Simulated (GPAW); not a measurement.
NbFeO4 (I-4m2) has these O sites:
A. atom 3: 2 Fe at 2.02 Å and 1 Nb at 2.02 Å (distorted T-shaped, site symmetry 2mm), then 2 O at 2.54 Å and 4 O at 2.94 Å
B. atom 5: 2 Nb at 2.00 Å and 1 Fe at 2.11 Å (distorted T-shaped, site symmetry 2mm), then 2 O at 2.54 Å and 4 O at 2.88 Å

Their O K edges were computed (GPAW, LDA + U (Fe 5.3 eV), full core hole (charged cell), 12-atom cell with 5.5 Å between holes, 3×3×3 k points, dipole transitions, Gaussian full width 0.9 eV up to 4 eV, rising linearly to 3.5 eV at 25 eV) and are given in random order.

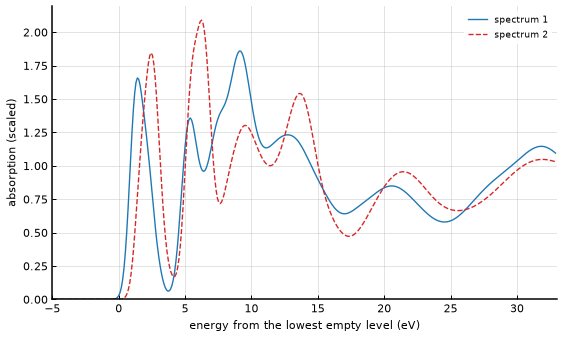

On one photon-energy scale, from the lowest onset; each scaled to a mean of 1 over its first 20 eV.

Q: Which spectrum belongs to which site?

Spectrum 1 is A (onset at +0.00 eV, maxima 1.4 eV (1.66), 5.4 eV (1.36) and 9.1 eV (1.86) above its own zero). Spectrum 2 is B (onset at +0.44 eV, maxima 2.0 eV (1.85), 5.8 eV (2.09) and 13.2 eV (1.54) above its own zero).

[Hosts, paths, dates, database ids (printed as entryN), source tags and the programs' standing remarks are cut or masked in the printed files.]

[Lists of maxima count a maximum above −3 eV only where it reaches 4 % of the highest in the window and stands out from its surroundings by 2 % of it (1.5 % where it reaches 55 %); shoulders and weaker maxima are passed over, and of the rest the first, up to two pre-edge ones and the few strongest are named.]
